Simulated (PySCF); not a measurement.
```yaml
atoms:
  - { symbol: C, position_ang: [3.5406, 0.1174, -0.4062] }
  - { symbol: C, position_ang: [2.3606, 0.3409, -0.3752] }
  - { symbol: Si, position_ang: [0.5667, 0.7694, -0.4198] }
  - { symbol: Br, position_ang: [0.3304, 2.6377, -1.5894] }
  - { symbol: C, position_ang: [-0.5987, -0.6479, -0.9110] }
  - { symbol: C, position_ang: [-1.6919, -0.5004, 0.1487] }
  - { symbol: C, position_ang: [-1.0243, 0.0395, 1.4148] }
  - { symbol: O, position_ang: [-0.0768, 1.0155, 1.0548] }
  - { symbol: H, position_ang: [4.5717, -0.0912, -0.4165] }
  - { symbol: H, position_ang: [-1.0083, -0.5995, -1.9171] }
  - { symbol: H, position_ang: [-0.0918, -1.6078, -0.8092] }
  - { symbol: H, position_ang: [-2.4301, 0.2290, -0.1924] }
  - { symbol: H, position_ang: [-2.2055, -1.4392, 0.3559] }
  - { symbol: H, position_ang: [-0.5050, -0.7638, 1.9490] }
  - { symbol: H, position_ang: [-1.7419, 0.5081, 2.0919] }
```

Geometry: GFN2-xTB.

All numbers below come from PySCF, wB97X-D/def2-SVPD, SCF density, gas phase.

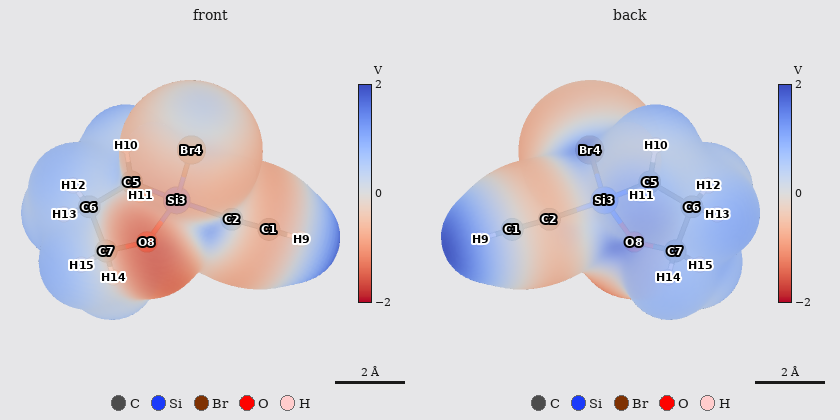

C5H7BrOSi. The molecular electrostatic potential painted on the density surface at 0.002 e/bohr³, seen from the front and from behind; the colour scale runs from red (negative) to blue (positive).

Describe the electrostatic potential map.

The most negative region (about −1.4 V, or −32 kcal/mol for a unit charge) lies over O8, the most positive (about +1.8 V, or +42 kcal/mol for a unit charge) over H9. Br4 shows a σ-hole: about +0.3 V at the tip opposite its bond, against about −0.6 V, or −14 kcal/mol for a unit charge on its flanks. O8 is the likeliest acceptor of a hydrogen bond.
